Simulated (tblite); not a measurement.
**Run report: C5H9N, molecular dynamics (part 1 of 2)**

The run: molecular dynamics of C5H9N. Method and program: GFN2-xTB Langevin dynamics, gas phase (tblite 0.8.0).

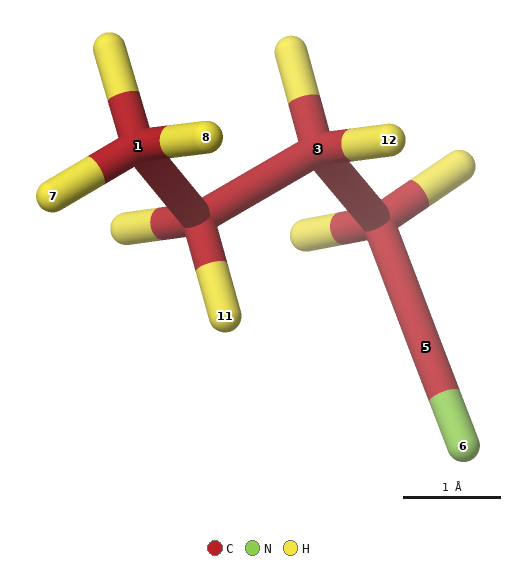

Fig. 1: The structure as given in the input (stick view, seen at a tilt; atoms are numbered from 1 in the order of the input). Bond lengths as drawn: C–C 1.44 to 1.53 Å, C–H 1.09 Å and C–N 1.14 Å.

Input file:
```
{"job": {"dt": 1.5, "steps": 5000, "equilibration": 400, "friction": 0.005, "h_mass": 4.0, "temperature": 150, "xc": "GFN2-xTB", "basis": "xTB", "kind": "md"}, "charge": 0, "multiplicity": 1}
C     -2.101953    -0.281236    -0.060904
C     -0.663966    -0.262336    -0.563550
C      0.241618     0.550827     0.358774
C      1.689687     0.589242    -0.147025
C      2.277736    -0.725751    -0.146006
N      2.736415    -1.772823    -0.135226
H     -2.732829    -0.856532    -0.733740
H     -2.155043    -0.731712     0.927714
H     -2.499023     0.730062     0.001466
H     -0.637213     0.166722    -1.568645
H     -0.285863    -1.285251    -0.628816
H      0.220951     0.118681     1.362025
H     -0.130410     1.575888     0.426583
H      2.299061     1.234954     0.492007
H      1.723177     0.981221    -1.167971
```

The first line tells a small driver script what to run in tblite; the rest is the geometry in Å.

Machine: 1 CPU thread, shared host.

Command:
```bash
OMP_NUM_THREADS=1 python <driver script> task.json out
```

Log:
```
t/fs     T/K   E - E0/eV
     0.0    196.6    -0.0000
   337.5    121.0     0.2545
   675.0    164.9     0.2498
  1012.5    211.7     0.3055
  1350.0    132.5     0.3899
  1687.5    104.1     0.3315
  2025.0    102.7     0.2110
  2362.5    117.6     0.1968
  2700.0    151.1     0.3204
  3037.5    199.4     0.2910
  3375.0    219.9     0.2954
  3712.5    131.4     0.2489
  4050.0    130.6     0.3036
  4387.5    169.4     0.3201
  4725.0    115.7     0.3202
  5062.5    160.1     0.2307
  5400.0    150.6     0.2279
  5737.5    154.8     0.2259
  6075.0    107.4     0.3190
  6412.5    113.5     0.2461
  6750.0    124.9     0.2929
  7087.5    165.9     0.3242
  7425.0    149.8     0.2313
  7762.5    131.9     0.3713
  8100.0    150.3     0.2437
```

Trajectory as extended XYZ (Å, eV, eV/Å), 25 frames, from step=0 to step=5400:
```
15
Properties=species:S:1:pos:R:3:forces:R:3 step=0 time_fs=0.0 energy=-494.72791 temperature=196.6
C    -2.1020   -0.2812   -0.0609    0.0000   0.0000   0.0010
C    -0.6640   -0.2623   -0.5635   -0.0010   0.0010   0.0000
C     0.2416    0.5508    0.3588   -0.0010   0.0000  -0.0010
C     1.6897    0.5892   -0.1470    0.0010   0.0000   0.0000
C     2.2777   -0.7258   -0.1460    0.0000  -0.0020  -0.0010
N     2.7364   -1.7728   -0.1352   -0.0010  -0.0010   0.0010
H    -2.7328   -0.8565   -0.7337    0.0010  -0.0010   0.0010
H    -2.1550   -0.7317    0.9277    0.0010   0.0000   0.0010
H    -2.4990    0.7301    0.0015    0.0000  -0.0010   0.0000
H    -0.6372    0.1667   -1.5686    0.0000   0.0010   0.0000
H    -0.2859   -1.2853   -0.6288    0.0010   0.0030  -0.0010
H     0.2210    0.1187    1.3620    0.0000   0.0010  -0.0010
H    -0.1304    1.5759    0.4266   -0.0020  -0.0010   0.0010
H     2.2991    1.2350    0.4920    0.0010   0.0000   0.0010
H     1.7232    0.9812   -1.1680    0.0000  -0.0010   0.0000
15
Properties=species:S:1:pos:R:3:forces:R:3 step=225 time_fs=337.5 energy=-494.47336 temperature=121.0
C    -1.3201    0.0917   -0.2205   -0.6260   0.0720   1.3180
C     0.1559   -0.0085   -0.5928   -0.4350   0.4430   0.4810
C     0.9498    0.3599    0.6483   -0.1020  -0.5430   1.1990
C     2.4563    0.2634    0.4565    0.4510   0.7100   0.4990
C     2.7557   -1.0466    0.0259    0.8990  -2.6360  -1.0910
N     3.0146   -2.1157   -0.3354   -0.4160   1.5330   0.5820
H    -1.9636    0.0517   -1.0744   -0.2350   0.1420  -0.5100
H    -1.7153   -0.6756    0.4876    0.7870   0.1010  -0.5850
H    -1.4999    1.0267    0.3505    0.0740  -0.2200  -0.6740
H     0.3654    0.7511   -1.3645   -0.0160  -0.5520  -0.0030
H     0.4109   -1.0184   -0.8996    0.0160   0.0610  -0.3340
H     0.6657   -0.3178    1.4808    0.0620   0.1250  -0.3750
H     0.6500    1.3454    0.9746    0.1390   0.4830   0.0350
H     3.0938    0.4197    1.3722   -0.8130   0.2180  -0.5770
H     2.7509    0.9706   -0.3226    0.2170   0.0640   0.0350
15
Properties=species:S:1:pos:R:3:forces:R:3 step=450 time_fs=675.0 energy=-494.47815 temperature=164.9
C    -0.9169   -0.1768    0.2178   -0.3800   0.0560   0.3830
C     0.4552    0.0801   -0.2959    1.3630   0.9730   0.5330
C     1.3720    0.4316    0.9103   -0.7200  -0.1990  -0.2220
C     2.7972    0.7244    0.4948    0.6650  -0.8360  -0.6810
C     3.5605   -0.4805    0.1113   -0.0960  -0.6660  -0.4080
N     4.0903   -1.4545   -0.2196   -0.7330   1.5710   0.5930
H    -1.6150   -0.2773   -0.5991   -0.3410   0.0720   0.0500
H    -0.8335   -1.0978    0.7510   -0.4710  -0.7750   0.3980
H    -1.2220    0.5782    0.9532   -0.1360  -0.0140  -0.5080
H     0.4744    0.8988   -1.0254    0.0240  -0.0340   0.1300
H     0.8688   -0.7963   -0.7573    0.1010  -0.4840  -0.4340
H     1.2907   -0.3394    1.6765    0.1920  -0.2640  -0.1320
H     0.9844    1.3285    1.3729   -0.1720   0.4430   0.1210
H     3.3427    1.1956    1.3139    0.0520   0.2010  -0.1790
H     2.6809    1.3711   -0.3938    0.6520  -0.0430   0.3570
15
Properties=species:S:1:pos:R:3:forces:R:3 step=675 time_fs=1012.5 energy=-494.42237 temperature=211.7
C    -0.3125   -0.3678    0.0278    0.0370  -0.9520  -0.3500
C     0.9972    0.1457   -0.5017    0.6270   0.7810   0.0010
C     1.6490    1.0889    0.5258    0.1870   0.2040  -0.4630
C     3.0950    1.4502    0.2131    0.6390   2.1260  -0.5600
C     3.9506    0.3545   -0.0180    1.6670  -1.7480  -0.8380
N     4.7292   -0.4499   -0.3039   -1.0010   0.7600   0.5100
H    -0.5992   -1.2273   -0.5846   -0.2580   0.1520   0.0840
H    -0.1516   -0.7313    1.0302   -0.1320  -0.1230   0.3720
H    -1.1060    0.3479    0.0355   -0.3260   0.4830  -0.0640
H     0.9080    0.5825   -1.4978   -0.1600   0.2800   0.1070
H     1.6680   -0.6904   -0.6133    0.3460  -0.4720  -0.0570
H     1.6434    0.5310    1.4370   -0.0190  -0.1870   0.9020
H     1.1053    2.0200    0.6682   -0.2790  -0.0350  -0.0770
H     3.6420    2.0658    1.0148   -1.0820  -0.5960  -0.7280
H     3.1650    2.0795   -0.7524   -0.2430  -0.6720   1.1600
15
Properties=species:S:1:pos:R:3:forces:R:3 step=900 time_fs=1350.0 energy=-494.33800 temperature=132.5
C     0.1908   -0.0207    0.1354    0.4720  -0.3420   1.0500
C     1.5645    0.3139   -0.4709   -1.4150  -0.3730  -0.3640
C     2.2067    1.4945    0.1807    1.4070  -0.6440  -0.0350
C     3.4871    1.7714   -0.6410    0.6610   1.5440   0.1120
C     4.5286    0.7636   -0.8006   -1.4850   0.3720   0.8430
N     5.2749   -0.0979   -0.8096    0.4710  -0.2090  -0.2400
H    -0.3258   -0.8768   -0.3000    0.2850   0.2060  -0.2630
H     0.2781   -0.2591    1.2298    0.0950   0.2960  -0.8980
H    -0.4260    0.8637    0.0453   -0.2470   0.0270  -0.0190
H     1.4567    0.5307   -1.5242   -0.5560   0.3050  -0.5390
H     2.2686   -0.4805   -0.5015    0.4050  -1.1750   0.6120
H     2.5287    1.2196    1.2006   -0.4810   0.4750  -0.1930
H     1.5650    2.3706    0.1071    0.1400   0.0100   0.4190
H     3.9528    2.6568   -0.1333    0.0450  -0.4890  -0.5680
H     3.1687    2.0827   -1.6466    0.2030  -0.0030   0.0840
15
Properties=species:S:1:pos:R:3:forces:R:3 step=1125 time_fs=1687.5 energy=-494.39640 temperature=104.1
C     0.4302    0.1311    0.3640    0.4500  -0.5360  -0.2700
C     1.5940    0.6058   -0.5169    0.5700  -0.7840   0.5100
C     2.3286    1.8208    0.0838    0.3830   0.4560  -0.8070
C     3.3981    2.3694   -0.9714    1.0840  -0.2420   1.2570
C     4.4758    1.3740   -1.1406   -1.3500   0.1820   0.4030
N     5.2287    0.5144   -1.1360    0.2210   0.1280  -0.1990
H    -0.0319   -0.7267   -0.1474    0.0000   0.3000   0.3370
H     0.8020   -0.2028    1.3369   -0.1970   0.1390  -0.1510
H    -0.3095    0.9155    0.4842    0.0050  -0.0060   0.1040
H     1.1609    0.8917   -1.4583   -0.0710   0.2910  -0.5630
H     2.2675   -0.2757   -0.7407   -0.4010   1.0010   0.4500
H     2.8565    1.6223    1.0492   -0.5010  -0.0640  -0.8150
H     1.5157    2.5732    0.2648    0.9750  -0.2720  -0.1260
H     3.9959    3.2532   -0.5632   -1.1470  -0.6510  -0.4360
H     2.9608    2.5935   -1.9481   -0.0230   0.0570   0.3060
15
Properties=species:S:1:pos:R:3:forces:R:3 step=1350 time_fs=2025.0 energy=-494.51695 temperature=102.7
C     0.8034    0.5226    0.5924    0.5860   0.6120  -0.1460
C     1.6649    0.9363   -0.6256    1.1780   0.0500   1.6290
C     2.3953    2.2808   -0.3101   -0.2550   0.0010  -0.6830
C     3.4939    2.5763   -1.3708   -0.0080  -0.4350  -0.1900
C     4.5410    1.5655   -1.3227   -1.6140   1.7340   0.0170
N     5.3268    0.7544   -1.3142    1.3280  -1.3120   0.0650
H     0.2388   -0.3686    0.4322    0.0220  -0.8070  -0.2640
H     1.4495    0.4061    1.4706   -0.2790  -0.0210  -0.2260
H     0.0424    1.2708    0.8037    0.2220   0.3370   0.0340
H     1.0527    1.0342   -1.4859   -0.5060   0.1820  -0.7920
H     2.4605    0.1823   -0.8411   -0.6720   0.2990   0.2720
H     2.9037    2.2630    0.6878   -0.6500  -0.0530  -0.7570
H     1.6440    3.1110   -0.3636    0.6430  -0.5950   0.3140
H     3.8992    3.5654   -1.1824    0.3120   0.1180   0.1360
H     3.1578    2.5858   -2.4301   -0.3070  -0.1100   0.5910
15
Properties=species:S:1:pos:R:3:forces:R:3 step=1575 time_fs=2362.5 energy=-494.53109 temperature=117.6
C     0.6957    0.4980    0.2821   -0.7070   0.3870   0.5990
C     1.8279    0.8214   -0.6622    0.6370  -0.3280  -0.0800
C     2.2919    2.2746   -0.4519   -0.5080  -0.5210  -0.6510
C     3.2662    2.7462   -1.5245    1.1110  -0.5080   0.2450
C     4.4590    1.8869   -1.4729    1.4580  -0.8880   0.0680
N     5.3714    1.1648   -1.4439   -2.0330   1.6630  -0.0380
H     0.2839   -0.4981    0.1394    0.1170   0.0160  -0.1270
H     1.0961    0.5577    1.2882   -0.1450  -0.0680   0.2880
H    -0.1571    1.2229    0.2289    0.7670  -0.5180  -0.1740
H     1.4850    0.6951   -1.6814   -0.0900   0.1230  -0.3950
H     2.6488    0.0800   -0.5320   -0.3480   0.5590   0.0980
H     2.7541    2.4295    0.5029    0.0580  -0.0930   0.6500
H     1.3609    2.8293   -0.5158    0.0430   0.5770   0.0840
H     3.5286    3.8132   -1.4198    0.0430  -0.4470   0.0890
H     2.8631    2.5839   -2.5053   -0.4030   0.0440  -0.6560
15
Properties=species:S:1:pos:R:3:forces:R:3 step=1800 time_fs=2700.0 energy=-494.40749 temperature=151.1
C     0.7769    0.6426    0.5845    0.1920  -1.4920   0.5090
C     1.7283    0.8224   -0.5854    0.1760   0.6040   0.1860
C     2.4189    2.1907   -0.3976   -0.0760   0.1950  -1.0790
C     3.4398    2.4302   -1.5724   -0.9900   1.2750   0.4300
C     4.6945    1.8798   -1.2032   -1.2620   1.1230  -0.4470
N     5.6981    1.5585   -0.8009    1.9840  -0.9260   0.6620
H     0.1911   -0.2926    0.5223   -0.0620   0.5950  -0.3760
H     1.3644    0.4689    1.4953    0.0380   0.3800  -0.1140
H     0.1508    1.4945    0.7474   -0.4420   0.2780  -0.0810
H     1.2354    0.8248   -1.5804    0.0980  -0.1930   0.6650
H     2.4709    0.0140   -0.5287   -0.1230   0.2550  -0.3180
H     2.9097    2.2520    0.5796    0.1220  -0.1180  -0.2940
H     1.6637    3.0105   -0.4125    0.3520  -0.5860  -0.1140
H     3.4817    3.5259   -1.8213    0.4790  -0.6370   0.6620
H     3.1317    2.0340   -2.5226   -0.4870  -0.7510  -0.2900
15
Properties=species:S:1:pos:R:3:forces:R:3 step=2025 time_fs=3037.5 energy=-494.43687 temperature=199.4
C     0.5468    1.2269    0.7963   -0.4580   0.5970   1.7760
C     1.7125    1.1386   -0.1273    0.9730   0.1500   0.1470
C     2.0524    2.4090   -0.9142    0.1540   0.7820   1.0210
C     3.0045    2.0318   -2.0289    0.0190  -0.2340  -0.3110
C     4.2380    1.4525   -1.5349    0.1800  -0.2130  -0.3930
N     5.2833    1.0684   -1.2609   -0.5150   0.0870   0.0950
H     0.5350    0.4117    1.5096    0.1400  -0.5200  -0.0710
H     0.5406    2.1031    1.4722    0.2270   0.0050  -0.6350
H    -0.3989    1.1976    0.2979   -0.4550   0.1410  -0.5180
H     1.5321    0.3057   -0.7786   -0.1840  -0.3710  -0.7250
H     2.6338    0.8515    0.4172   -0.3490   0.2290   0.0370
H     2.5148    3.1428   -0.2225    0.1450  -0.4210  -0.1400
H     1.2019    2.9802   -1.2866   -0.3390  -0.5410  -0.2970
H     3.3417    2.8696   -2.6300   -0.1060   0.4780  -0.1040
H     2.4321    1.3696   -2.7000    0.5670  -0.1670   0.1180
15
Properties=species:S:1:pos:R:3:forces:R:3 step=2250 time_fs=3375.0 energy=-494.43250 temperature=219.9
C     0.7013    2.8102    1.3452   -0.7470  -0.2710  -1.7100
C     1.0948    1.9968    0.0501   -0.1410  -0.4630   1.9640
C     1.4615    2.8855   -1.0935   -0.0310  -0.0210  -1.0760
C     2.2194    2.1800   -2.2437    0.3300   0.4030   0.9670
C     3.4723    1.6388   -1.7839    1.2230  -0.8790  -0.0160
N     4.4905    1.1819   -1.4858   -1.3200   0.6600  -0.2280
H     0.2468    2.1525    2.0566   -0.2680  -0.4640   0.3230
H     1.5172    3.2987    1.8648    0.1000   0.1760  -0.5190
H    -0.0816    3.5035    0.9900    0.5090   0.0900   0.5660
H     0.3045    1.2718   -0.1916   -0.1720   0.5210  -0.0940
H     1.9146    1.3531    0.3502    0.6020  -0.0120  -0.1250
H     2.0828    3.6995   -0.7405   -0.0440   0.3010   0.1000
H     0.5767    3.2525   -1.6245   -0.1270   0.3990   0.5680
H     2.4368    2.9547   -2.9676    0.1230   0.0450  -0.4730
H     1.5798    1.4267   -2.6691   -0.0370  -0.4860  -0.2480
15
Properties=species:S:1:pos:R:3:forces:R:3 step=2475 time_fs=3712.5 energy=-494.47896 temperature=131.4
C    -0.4774    3.2141    0.5677    0.2520   0.0970  -0.0930
C     0.4790    2.3175   -0.2169    0.9590   0.5690  -0.0240
C     1.1760    3.1419   -1.3276    0.3280  -0.5020  -0.0850
C     2.0197    2.2556   -2.2818    0.0960  -0.0920   0.1090
C     3.2129    1.6936   -1.6780   -0.1660  -0.2750   0.4250
N     4.1077    1.2364   -1.1210   -0.4840   0.3440  -0.4690
H    -1.0071    2.5911    1.2567   -0.5870  -0.2420   0.3480
H    -0.0379    4.0284    1.1678    0.3140  -0.4810  -0.4860
H    -1.1506    3.6743   -0.1451   -0.3130   0.0370   0.0670
H    -0.0369    1.4979   -0.7008   -0.5500  -0.0290  -0.1210
H     1.1925    1.7988    0.4567   -0.0140   0.6610  -0.3010
H     1.7362    4.0040   -0.9237    0.0470  -0.6250  -0.0090
H     0.4557    3.5631   -2.0235   -0.5820   0.1600   0.2820
H     2.3109    2.8584   -3.1318    0.3980   0.3710  -0.2320
H     1.3795    1.4748   -2.7395    0.3010   0.0060   0.5880
15
Properties=species:S:1:pos:R:3:forces:R:3 step=2700 time_fs=4050.0 energy=-494.42431 temperature=130.6
C    -1.0970    2.5374    0.1548   -0.8990   0.0380   0.5690
C     0.2861    2.0775   -0.1835    1.3420   1.1590  -1.6870
C     0.8474    2.9533   -1.4251   -0.6780  -1.5070   2.2640
C     2.0772    2.3270   -2.0703   -0.4260   0.5860  -0.5990
C     3.1908    2.2279   -1.1797   -0.3500  -0.1810  -0.1520
N     4.0925    2.1134   -0.4952    0.5600   0.0080   0.4710
H    -1.4205    2.1035    1.1249    0.1640   0.3740  -0.5330
H    -1.1500    3.6443    0.2164   -0.0550  -0.7350  -0.0040
H    -1.7888    2.1614   -0.6061   -0.0340   0.3640   0.1480
H     0.2850    1.0728   -0.5916   -0.0010  -0.3730   0.5340
H     0.9495    2.1972    0.6816   -0.0040  -0.2630  -0.3660
H     1.1052    3.9104   -1.0366    0.2000   0.8720   0.2420
H     0.0046    3.0623   -2.0824   -0.0710  -0.0540  -0.6520
H     2.3593    3.0635   -2.8445    0.1410  -0.5990  -0.1830
H     1.8554    1.3329   -2.4847    0.1130   0.3090  -0.0510
```
